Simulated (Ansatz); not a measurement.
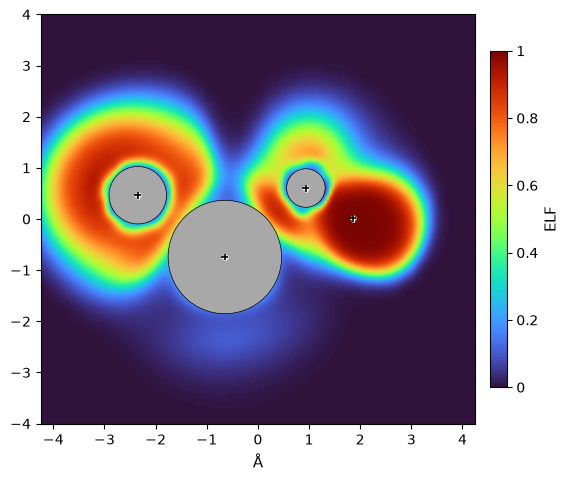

The electron localisation function on a plane through atoms (crosses mark nuclei in the plane; grey discs cover the cores).

The calculation used Ansatz, RKS PBE0-D4/def2-TZVPP.

Candidates:
A. C₂HF₂In
B. CH₃ClMoS₂ (SMILES [CH3][Mo](=[S])(=[S])[Cl])
C. CH₄BFN₂ (SMILES NC1(F)BN1)

**Which system is this?**

Candidate B: CH₃ClMoS₂ on the plane of atoms C1, Mo2 and S4, which holds C, Mo, S and H. C–Mo (2.08 Å): the ELF peaks at about 0.90 in the valence shell of C, 0.7 Å from its nucleus, and is about 0.60 at the midpoint. Mo–S (2.09 Å): the ELF peaks at about 0.75 in the valence shell of S, 0.8 Å from its nucleus, and is about 0.50 at the midpoint.
